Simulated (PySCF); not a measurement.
# C2H8BrGeO2 (charge −1): geometry relaxation (part 2 of 2)

C2H8BrGeO2, charge −1, SMILES C[O][GeH2-]([Br])[O]C; PBE0-D3(BJ)/ma-def2-SVP geometry optimisation, gas phase (PySCF 2.14.0). 

Geometry of the input (Å):
```
C  -1.9381  -0.3713  -1.1512
O  -1.7003  0.8571  -0.5409
Ge -0.2612  1.2822  0.4318
O  0.5562  -0.4552  0.1862
C  1.8417  -0.6421  0.6166
H  -1.1440  -1.0852  -0.9417
H  -2.8897  -0.7756  -0.7864
H  -2.0134  -0.2303  -2.2359
H  -0.3417  1.1214  1.9550
H  0.9701  1.9716  -0.1911
H  2.4803  0.2387  0.4287
H  1.8898  -0.8508  1.6977
H  2.2845  -1.4976  0.0857
Br -1.3324  3.4596  0.6283
```

Trajectory as extended XYZ, continued
```
14
Properties=species:S:1:pos:R:3:forces:R:3 step=26 energy=-132824.08556
C    -2.0275   -0.2054   -1.1915   -0.0092   0.0457  -0.0114
O    -1.8188   -0.0078    0.1676    0.0004  -0.0495   0.0274
Ge   -0.3256    0.8298    0.6955    0.0019  -0.0232   0.0038
O     0.7904   -0.6482    0.3356   -0.0071   0.0219   0.0075
C     2.1420   -0.4265    0.4680    0.0202  -0.0071   0.0035
H    -1.1908   -0.7491   -1.6741   -0.0016  -0.0041  -0.0089
H    -2.9430   -0.8103   -1.3237   -0.0001   0.0015  -0.0017
H    -2.1830    0.7494   -1.7353   -0.0005   0.0026   0.0016
H    -0.1703    0.8684    2.2186    0.0042  -0.0010  -0.0021
H     0.3890    1.7755   -0.2896   -0.0012   0.0033  -0.0023
H     2.5105    0.4340   -0.1402   -0.0020  -0.0011  -0.0015
H     2.4568   -0.2215    1.5190   -0.0034  -0.0024  -0.0050
H     2.7131   -1.3166    0.1367   -0.0033  -0.0005  -0.0028
Br   -1.8227    3.1417    1.1245    0.0017   0.0138  -0.0081
14
Properties=species:S:1:pos:R:3:forces:R:3 step=29 energy=-132824.09911
C    -2.1145   -0.1007   -1.1656   -0.0693   0.0519   0.0113
O    -1.7803   -0.1076    0.1850    0.1067  -0.0467  -0.0485
Ge   -0.2847    0.7472    0.6810    0.0072  -0.0049   0.0025
O     0.8555   -0.7080    0.3344   -0.0069  -0.0222  -0.0082
C     2.2051   -0.4682    0.4672   -0.0309   0.0111   0.0015
H    -1.3146   -0.5230   -1.8079   -0.0007  -0.0006   0.0127
H    -3.0170   -0.7222   -1.3092    0.0006   0.0030   0.0055
H    -2.3536    0.9192   -1.5296    0.0069   0.0034   0.0087
H    -0.1126    0.8148    2.2014   -0.0188   0.0193   0.0011
H     0.3862    1.7004   -0.3269    0.0039  -0.0211   0.0024
H     2.5635    0.3882   -0.1522    0.0046  -0.0039  -0.0013
H     2.5129   -0.2454    1.5161    0.0077  -0.0021   0.0001
H     2.7851   -1.3567    0.1488    0.0029   0.0001  -0.0021
Br   -1.8110    3.0755    1.0686   -0.0139   0.0127   0.0145
14
Properties=species:S:1:pos:R:3:forces:R:3 step=32 energy=-132824.12976
C    -2.4325    0.2109   -1.0672   -0.2082  -0.0337   0.3192
O    -1.5465   -0.2957   -0.1132    0.0581  -0.1221  -0.2180
Ge   -0.0916    0.5388    0.4990   -0.1355  -0.1810  -0.0701
O     1.0990   -0.8716    0.1342   -0.3137   0.2447  -0.0440
C     2.4038   -0.5914    0.4582    0.3523  -0.0712   0.1517
H    -1.9796    0.3520   -2.0690    0.1306  -0.0073   0.0367
H    -3.2573   -0.5221   -1.1793    0.1015   0.0832  -0.0077
H    -2.8658    1.1749   -0.7339    0.0440  -0.0590  -0.1133
H     0.0202    0.5224    2.0301   -0.0002   0.0827  -0.0379
H     0.5466    1.6154   -0.3957    0.0131  -0.0138   0.0195
H     2.8109    0.3124   -0.0614   -0.0349  -0.0893   0.0509
H     2.5628   -0.4238    1.5554   -0.0086   0.0009  -0.1540
H     3.0622   -1.4431    0.1764   -0.0954   0.1140   0.0216
Br   -1.8123    2.8342    1.0773    0.0969   0.0520   0.0454
14
Properties=species:S:1:pos:R:3:forces:R:3 step=35 energy=-132824.15115
C    -2.4172    0.2144   -1.0558    0.0175   0.0313  -0.0452
O    -1.5575   -0.3113   -0.0946    0.0077  -0.0396   0.0232
Ge   -0.1116    0.5501    0.4999   -0.0044   0.0210   0.0082
O     1.0631   -0.8501    0.1390    0.0551  -0.0104   0.0098
C     2.3857   -0.6221    0.4598   -0.0481   0.0000  -0.0134
H    -1.9160    0.3495   -2.0374   -0.0180  -0.0047   0.0035
H    -3.2466   -0.4995   -1.2020   -0.0198  -0.0117  -0.0004
H    -2.8361    1.1898   -0.7484   -0.0127   0.0017   0.0074
H     0.0208    0.5926    2.0267    0.0016   0.0050   0.0096
H     0.5174    1.6119   -0.4182   -0.0091  -0.0044  -0.0205
H     2.8152    0.2715   -0.0500    0.0060   0.0075  -0.0068
H     2.5575   -0.4734    1.5506   -0.0030  -0.0012   0.0265
H     3.0035   -1.4881    0.1553    0.0085  -0.0241   0.0003
Br   -1.7583    2.8782    1.0862    0.0186   0.0297  -0.0022
14
Properties=species:S:1:pos:R:3:forces:R:3 step=38 energy=-132824.15109
C    -2.4477    0.2809   -1.0465   -0.0278  -0.0320   0.0222
O    -1.5576   -0.2981   -0.1399    0.0081   0.0520  -0.0180
Ge   -0.0899    0.5401    0.4421    0.0275   0.0182   0.0074
O     1.0646   -0.8858    0.1235   -0.0271  -0.0326  -0.0257
C     2.3746   -0.6970    0.5104    0.0038   0.0046   0.0203
H    -1.9796    0.4737   -2.0340    0.0109   0.0005   0.0115
H    -3.2802   -0.4280   -1.2073    0.0124   0.0049   0.0076
H    -2.8587    1.2361   -0.6720    0.0071  -0.0077  -0.0087
H     0.0479    0.6176    1.9682   -0.0028   0.0069  -0.0051
H     0.5384    1.5641   -0.5168    0.0071  -0.0028  -0.0112
H     2.8503    0.1966    0.0419    0.0001  -0.0088   0.0011
H     2.4957   -0.5763    1.6123    0.0030   0.0039  -0.0043
H     2.9854   -1.5724    0.2159   -0.0032   0.0032   0.0101
Br   -1.6231    2.9619    1.0131   -0.0190  -0.0104  -0.0072
14
Properties=species:S:1:pos:R:3:forces:R:3 step=41 energy=-132824.15368
C    -2.4434    0.2771   -1.0702    0.0329   0.0129   0.0103
O    -1.5488   -0.2667   -0.1492   -0.0192  -0.0299  -0.0001
Ge   -0.0723    0.5696    0.4052   -0.0144   0.0012  -0.0127
O     1.0558   -0.8914    0.1410   -0.0041   0.0398  -0.0029
C     2.3507   -0.7203    0.5846    0.0147  -0.0199   0.0103
H    -1.9736    0.4465   -2.0610   -0.0093  -0.0044  -0.0108
H    -3.2685   -0.4435   -1.2099   -0.0112  -0.0028  -0.0051
H    -2.8607    1.2403   -0.7254   -0.0072  -0.0008   0.0065
H     0.0730    0.6961    1.9268    0.0126   0.0119   0.0025
H     0.5652    1.5484   -0.5948    0.0107   0.0034   0.0072
H     2.8735    0.1416    0.1076   -0.0019  -0.0001  -0.0057
H     2.4228   -0.5603    1.6856   -0.0064   0.0067   0.0025
H     2.9523   -1.6208    0.3542   -0.0055  -0.0069   0.0025
Br   -1.6061    2.9969    0.9165    0.0083  -0.0112  -0.0045
14
Properties=species:S:1:pos:R:3:forces:R:3 step=44 energy=-132824.15481
C    -2.4445    0.2838   -1.0851   -0.0120   0.0018  -0.0062
O    -1.5320   -0.2528   -0.1784    0.0096  -0.0018   0.0007
Ge   -0.0564    0.5979    0.3632   -0.0083   0.0038   0.0174
O     1.0565   -0.8793    0.1390    0.0228   0.0045  -0.0133
C     2.3333   -0.7506    0.6448   -0.0190  -0.0050  -0.0002
H    -1.9914    0.4667   -2.0816    0.0012   0.0001   0.0039
H    -3.2608   -0.4484   -1.2209    0.0018   0.0007   0.0032
H    -2.8739    1.2377   -0.7294    0.0015  -0.0002  -0.0011
H     0.1104    0.7615    1.8805   -0.0017  -0.0029   0.0000
H     0.5883    1.5520   -0.6566   -0.0050  -0.0034  -0.0062
H     2.9220    0.0642    0.1618    0.0034  -0.0030  -0.0027
H     2.3536   -0.5455    1.7405    0.0024   0.0039   0.0014
H     2.8992   -1.6886    0.4844    0.0013  -0.0028   0.0056
Br   -1.5842    3.0150    0.8488    0.0021   0.0042  -0.0024
```

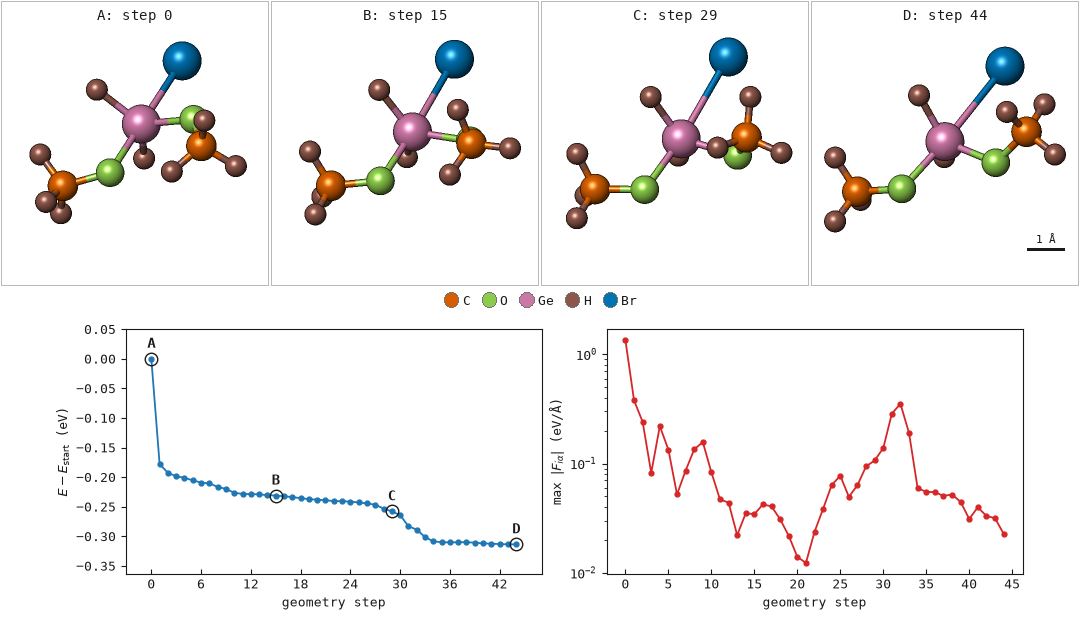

Fig. 1: Frames of the relaxation (ball-and-stick view, seen at a tilt) above the curves, on which the letters mark them (steps are counted from 0).

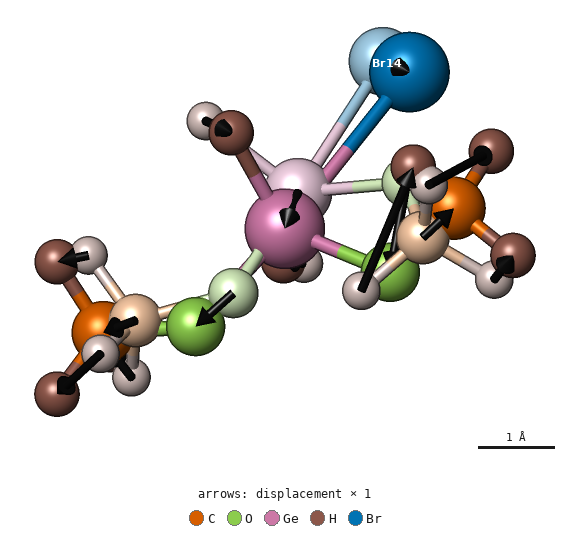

Fig. 2: Start (faint) and end (solid) with the displacements as black arrows, at true length (ball-and-stick view, seen at a tilt). The two geometries are laid on each other by the best rigid fit. After 44 geometry steps the energy has fallen by 0.314 eV. Largest force component: 1.3 eV/Å at the start, 0.023 eV/Å at the end. The largest move after the best rigid fit is that of H6, 1.85 Å. Largest moves by element: H 1.85 Å, O 1.26 Å, Ge 0.69 Å, Br 0.68 Å, C 0.58 Å. Among the contacts that change: Ge3–Br14 2.435 → 2.900 Å, Ge3–O4 1.936 → 1.863 Å, C1–H6 1.088 → 1.110 Å, C5–H12 1.102 → 1.115 Å. Among the angles that change: H9–Ge3–Br14 89.5° → 78.6°, O4–Ge3–H10 90.7° → 99.3°, O2–Ge3–Br14 84.4° → 90.7°. (Atoms are counted from 1 in the order of the input.)

Key numbers

```json
{"quantity": "outcome", "value": "converged"}
{"quantity": "total energy", "value": "−4881.197698 hartree"}
{"quantity": "point group", "value": "C1"}
{"quantity": "hardware", "value": "1 CPU thread, shared host"}
{"quantity": "wall time", "value": "15 min"}
{"quantity": "peak memory", "value": "1 GiB"}
```
